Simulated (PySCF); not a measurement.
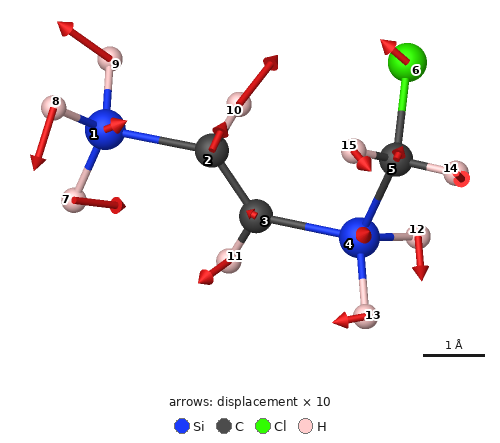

This is a relaxation of C₃H₉ClSi₂. The starting structure is drawn; red arrows show the displacements, magnified 10 times. The two geometries are superimposed by the best rigid fit.

The picture is a ball-and-stick view, seen at a tilt.

The start comes from GFN2-xTB. Its atoms were then displaced at random by about 0.01 Å.

Computed with PBE0-D3(BJ)/def2-SVP geometry optimisation, gas phase in PySCF 2.14.0, density-fitted response routines. 

**Atoms of which element are displaced furthest, and by how much?**

Hydrogen: up to 0.13 Å, against 0.06 Å for chlorine.

**Describe the change and its energy.**

After 8 geometry steps the energy has fallen by 0.129 eV. The largest move after the best rigid fit is that of H10, 0.13 Å. Largest moves by element: H 0.13 Å, Cl 0.06 Å, C 0.06 Å, Si 0.04 Å. Some distances before and after: Si1–H7 1.439 → 1.495 Å, C3–Si4 1.828 → 1.872 Å, Si1–C2 1.909 → 1.874 Å, Si4–C5 1.922 → 1.894 Å. Bond angles that change, for instance: C5–Si4–H13 103.7° → 107.1°, Si4–C5–H14 113.8° → 110.5°, C2–Si1–H8 107.6° → 110.6°. The run took 2.5 min on 1 thread of AMD EPYC (shared host).
